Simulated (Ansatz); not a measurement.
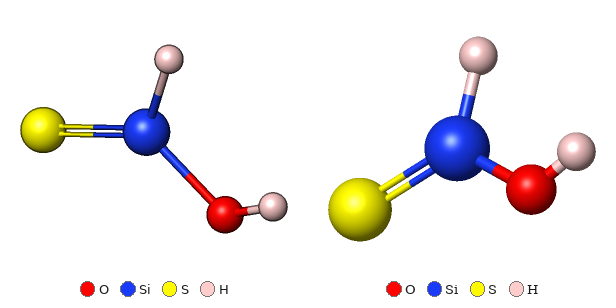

The same structure drawn twice, from different directions.

> Give the formula.

H2OSSi, 5 atoms: 2 hydrogen, 1 oxygen, 1 sulfur and 1 silicon.

> How many atoms are distinct by symmetry?

5: 1 O, 1 Si, 1 S, 1 H, 1 H.

> Name functional groups in it.

Among them: Si–H bond, Si–O bond.

> Which point group does it belong to?

Cs.

More results for the same structure follow; atom numbers are the same in all pictures, views and colours differ. The geometry was computed by an optimisation with PBE0-D4/def2-TZVP. No frequency run is at hand to confirm it as a minimum.

Shape

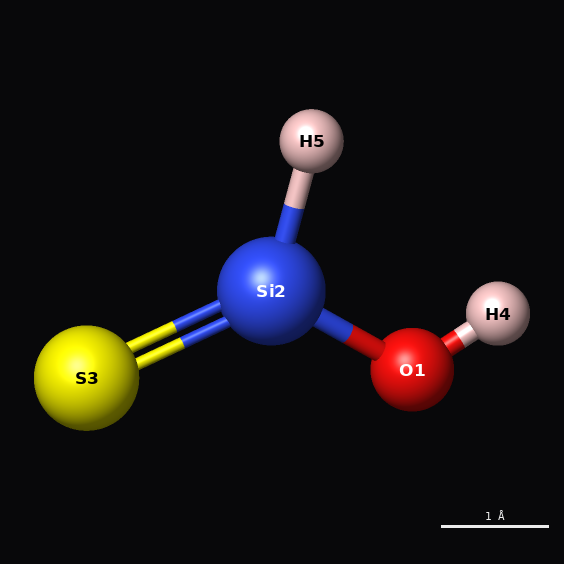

Atoms carry their numbers in the input. No frequency run is at hand to confirm it as a minimum.

Give the bond lengths.

```
  bond  length (Å)   order
O1–Si2       1.623  single
 O1–H4       0.961  single
Si2–S3       1.928  double
Si2–H5       1.483  single
```

Electronic properties

No frequency run is at hand to confirm it as a minimum. Method: RKS PBE0-D4/def2-TZVPP (Ansatz 0.2.0).

Computed properties:

- HOMO energy (Kohn–Sham orbital): −7.27 eV
- LUMO energy (Kohn–Sham orbital): −1.60 eV
- HOMO–LUMO gap: 5.67 eV

Charges

The questions are on Mulliken charges. No frequency run is at hand to confirm it as a minimum. Properties computed with RKS PBE0-D4/def2-TZVP (Ansatz 0.2.0).

Give the Mulliken charges atom by atom.

```tsv
atom	value (e)
O1	−0.46
Si2	0.46
S3	−0.34
H4	0.33
H5	0.00
```

Dipole moment

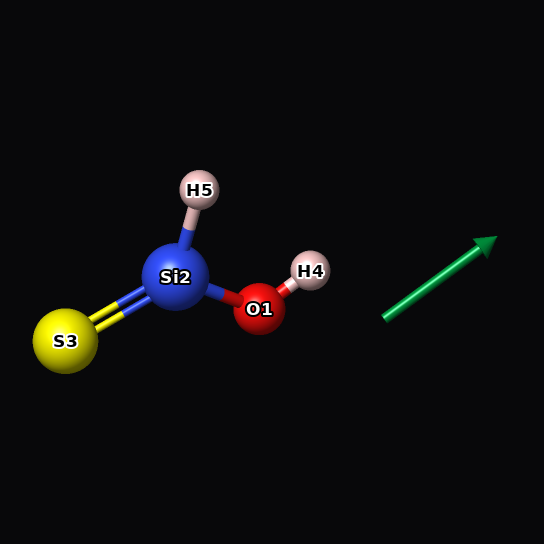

The arrow beside the molecule shows the direction of the dipole moment, from the negative to the positive end (its length means nothing). No frequency run is at hand to confirm it as a minimum. Method: RKS PBE0-D4/def2-TZVP (Ansatz 0.2.0).

> Estimate the dipole moment.

4.24 D; it points from the side of S3 to the side of H4 (the outermost atoms at the two ends).

Mulliken values depend strongly on the basis set and can even reverse the polarity of a bond.
